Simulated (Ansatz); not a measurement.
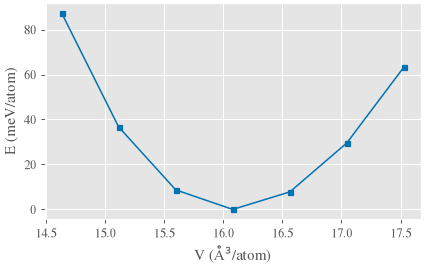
NbAs (CsCl type, Pm-3m) under volume change, DFT-PBEsol in the program Ansatz with PAW potentials, scaled uniformly.

What does a third-order Birch–Murnaghan fit give for V₀, B₀ and B′?

V₀ = 16.08 Å³/atom, B₀ = 182 GPa, B′ = 4.4.

The cell is a constructed one: a structure type filled with these elements; neither database checked (COD, Materials Project) lists it. COD files the formula under space group No. 109. Whether it is the stable phase at ambient conditions was not checked. The cell was relaxed with PBEsol under the symmetry of its start; its stability against distortions is not shown here. No spin polarisation was allowed.

Potentials: the earlier of the program's two PAW sets. The files were generated under PBE; for other functionals the program regenerates the frozen cores, and for LDA and PBEsol the local potential too.
